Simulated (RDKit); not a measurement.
**Single-point calculation of CH₈FPSi₂**

The run: single-point calculation of CH₈FPSi₂, SMILES C[SiH2][SiH](F)P. Method and program: UFF (RDKit 2026.09.1).

The geometry comes from this level: GFN2-xTB.

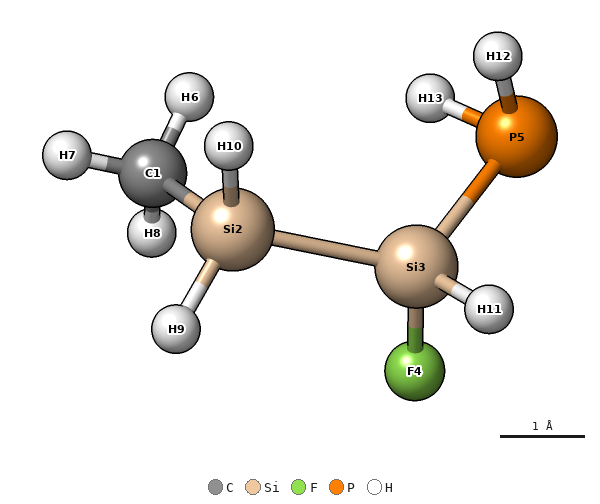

Fig. 1: The structure as given in the input (ball-and-stick view, seen at a tilt; atoms are numbered from 1 in the order of the input). Bond lengths as drawn: C–H 1.09 Å, C–Si 1.90 Å, F–Si 1.62 Å, H–P 1.38 to 1.39 Å, H–Si 1.46 to 1.47 Å, P–Si 2.25 Å and Si–Si 2.33 Å.

## Input file (ff.py)
```python
import json
import numpy as np
from rdkit import Chem
from rdkit.Chem import AllChem

m = Chem.MolFromMolFile("mol.sdf", removeHs=False)
symbols = [a.GetSymbol() for a in m.GetAtoms()]
start = m.GetConformer().GetPositions().copy()

ff = AllChem.UFFGetMoleculeForceField(m)
e = ff.CalcEnergy()
g = np.array(ff.CalcGrad()).reshape(-1, 3)
print(f"UFF energy {e:.5f} kcal/mol, gradient norm {np.linalg.norm(g):.4f} kcal/mol/angstrom")
json.dump(dict(symbols=symbols, start=start.tolist(), energy=e, gradient=g.tolist()), open("results.json", "w"))
```

## File mol.sdf
```

     RDKit          3D

 13 12  0  0  0  0  0  0  0  0999 V2000
   -1.0891    0.1260    1.6131 C   0  0  0  0  0  0  0  0  0  0  0  0
    0.6496   -0.4101    1.0565 Si  0  0  0  0  0  4  0  0  0  0  0  0
    0.7343   -0.6576   -1.2584 Si  0  0  1  0  0  4  0  0  0  0  0  0
   -0.1889   -1.9379   -1.6376 F   0  0  0  0  0  0  0  0  0  0  0  0
   -0.0393    0.9864   -2.5819 P   0  0  0  0  0  0  0  0  0  0  0  0
   -1.3770    1.0730    1.1626 H   0  0  0  0  0  0  0  0  0  0  0  0
   -1.1405    0.2500    2.6914 H   0  0  0  0  0  0  0  0  0  0  0  0
   -1.8369   -0.6114    1.3316 H   0  0  0  0  0  0  0  0  0  0  0  0
    1.0010   -1.6563    1.7501 H   0  0  0  0  0  0  0  0  0  0  0  0
    1.6104    0.6159    1.4930 H   0  0  0  0  0  0  0  0  0  0  0  0
    2.0192   -1.0548   -1.8388 H   0  0  0  0  0  0  0  0  0  0  0  0
    0.7691    1.9543   -2.0097 H   0  0  0  0  0  0  0  0  0  0  0  0
   -1.1120    1.3226   -1.7718 H   0  0  0  0  0  0  0  0  0  0  0  0
  2  1  1  0
  3  2  1  0
  4  3  1  0
  5  3  1  0
  6  1  1  0
  7  1  1  0
  8  1  1  0
  9  2  1  0
 10  2  1  0
  3 11  1  6
 12  5  1  0
 13  5  1  0
M  END
$$$$
```

Launch command:
```bash
python ff.py
```

## What the program printed
```
UFF energy 8.65308 kcal/mol, gradient norm 82.0092 kcal/mol/angstrom
```

## Summary

```tsv
quantity	value
outcome	converged
total energy	0.013790 hartree
largest force	1.539 eV/Å
hardware	1 thread of Intel Xeon (Sapphire Rapids), 16 GiB of memory available, shared host
peak memory	0.074 GiB
```
